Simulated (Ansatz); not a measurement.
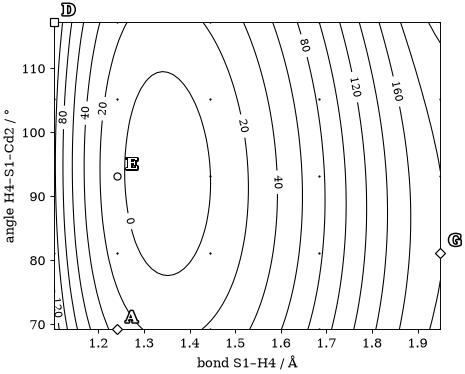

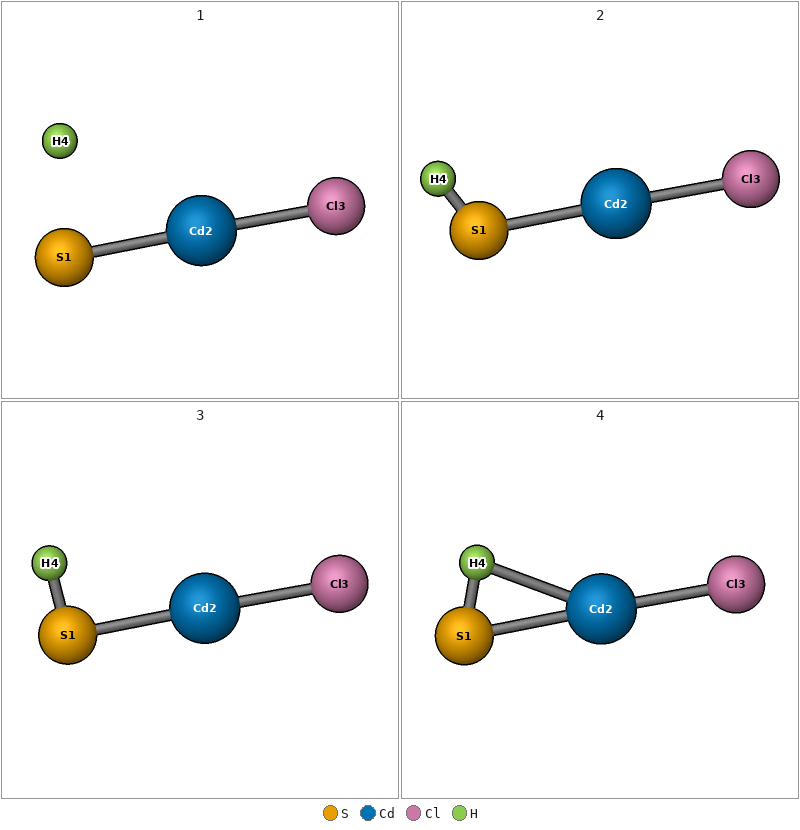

CdClHS, SMILES [SH][Cd][Cl]. Two internal coordinates are moved rigidly from the geometry relaxed at PBE0-D4/def2-TZVP, all others fixed. The first coordinate is: bond S1–H4; the second: angle H4–S1–Cd2. Grid: 5 × 5 points. All energies are given in kJ/mol relative to the lowest grid point. These are results of RKS PBE0-D4/def2-TZVPP in Ansatz, not measurements.

Drawn: contour lines labelled in kJ/mol, dots at the grid points, lettered points. Between grid points the surface is interpolated. The numbered pictures are the structures at these points, in random order.

**Which structure belongs to which point?**

A is structure 4: bond S1–H4 = 1.242 Å, angle H4–S1–Cd2 = 69.2°, 33 kJ/mol; D is structure 2: bond S1–H4 = 1.102 Å, angle H4–S1–Cd2 = 117.2°, 124 kJ/mol; E is structure 3: bond S1–H4 = 1.242 Å, angle H4–S1–Cd2 = 93.2°, 4.6 kJ/mol; G is structure 1: bond S1–H4 = 1.950 Å, angle H4–S1–Cd2 = 81.2°, 179 kJ/mol.
